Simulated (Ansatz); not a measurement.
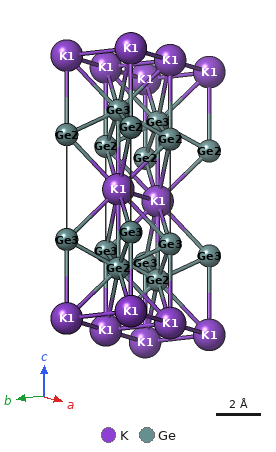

Crystalline KGe$_{2}$ (a generated structure, set up in I4/mmm), before the relaxation. The picture is a ball-and-stick view of the conventional cell (2 times the calculation's cell), repeated 2 × 1 × 1 with one cell outlined, seen from a free direction. Lengths and directions refer to the drawn axes.

Method: DFT PBE+D3(BJ), scalar-relativistic, plane waves, PAW (Ansatz 0.2.0).

Input
```yaml
crystal:
  lattice:
    - [-1.7224966611, 1.7224966611, 6.1273830119]
    - [1.7224966611, -1.7224966611, 6.1273830119]
    - [1.7224966611, 1.7224966611, -6.1273830119]
  atoms:
    - { symbol: K, position: [0.0, 0.0, 0.0] }
    - { symbol: Ge, position: [0.6997151971, 0.6997151971, 0.0] }
    - { symbol: Ge, position: [0.3002848029, 0.3002848029, 0.0] }
basis:
  ecutwfc: 420
kpoints:
  mp_grid: { grid: [18, 18, 18] }
hamiltonian:
  xc: pbe
  dispersion: d3bj
scf:
  occupations: { method: gaussian, width: 0.1 }
output:
  forces: true
  stress: true
  eigenvalues: true
relax:
  adjacent_minimum: "off"
  f_tol: 0.01
  max_steps: 80
  cell: { stress_tol: 0.05 }
```

Run as
```bash
ansatz run input.yaml --threads 1 --pin off --max-ram 2560MiB --backend cpu --events-out ev --progress --plain --runs-dir out
```

Question: Where does the relaxation end?

Answer: Over 6 accepted moves (8 points after the start) the energy falls by 10.0 meV per atom. Largest force component: 0.13 eV/Å at the start, 0.0059 eV/Å at the end. Pressure: 0.24 GPa at the start and 0.00 GPa at the end. The line search rejected the trial step at point 5 of the run. At 1 point the geometry stayed and the basis and grid were re-selected for the new cell (energy shift of less than 0.05 meV per atom at most each time). The largest moves relative to the cell, 0.060 Å, are those of Ge2 and Ge3. Ge3 goes along +c. K stays in place. The volume changes by −1.2 %, with a = b 3.445 → 3.337 Å (−3.1 %), c 12.255 → 12.907 Å (+5.3 %). Near-neighbour distances that change, for instance: K1–Ge2 3.680 → 3.935 Å, K1–K1 3.445 → 3.337 Å, Ge2–Ge3 2.730 → 2.753 Å. The space group stays I4/mmm (No. 139).

History of the run:

```
step  E − E(0), meV/atom  largest force component, eV/Å  pressure, GPa  volume, Å³/atom                      note
   0                0.00                         0.1253           0.24           24.240                          
   1               -2.31                         0.0372          -0.03           24.251                          
   2               -6.01                         0.3528          -0.81           24.194                          
   3               -6.99                         0.0770          -0.29           24.303                          
   4               -9.30                         0.0327          -0.11           24.070                          
   5               -1.50                         0.3155          -0.23           23.862                  rejected
   6               -9.97                         0.0110          -0.02           23.982                          
   7              -10.00                         0.0058          -0.01           23.961                          
   8              -10.02                         0.0059           0.00           23.961  same geometry, new basis
```

The structure at the end:

```
CELL_PARAMETERS angstrom
-1.66871 1.66871 6.45366
1.66871 -1.66871 6.45366
1.66871 1.66871 -6.45366
ATOMIC_POSITIONS crystal
K 0.00000 0.00000 0.00000
Ge 0.69510 0.69510 0.00000
Ge 0.30490 0.30490 0.00000
```

After the run, drawn alike:

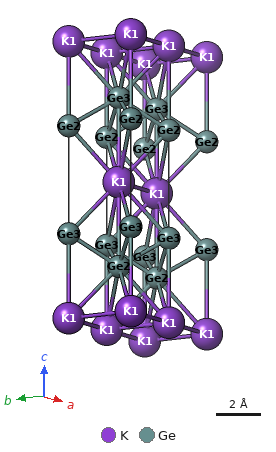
